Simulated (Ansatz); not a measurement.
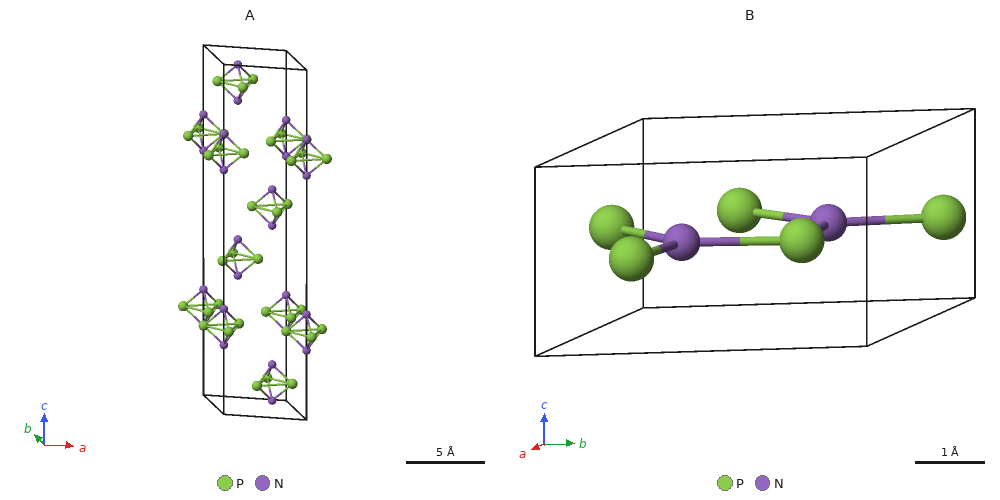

Two structures of P3N2, each relaxed to rest (conventional cells in solid outline, small ones repeated, not to one scale). Method: DFT PBE, scalar-relativistic, plane waves, PAW in Ansatz 0.2.0, without spin polarisation.

Question: What are A and B?

Answer: A: 30 atoms a cell on a rhombohedral (trigonal R) lattice, R-3c. B: 5 atoms a cell on a primitive hexagonal lattice, P-62m.

Question: A or B: which is lower in energy?

Answer: B is lower, by 510 meV/atom at this level of theory (energies at zero smearing). Volumes: A 20.8, B 11.9 Å³/atom.

One or both may be structure types tried for this composition rather than known phases.
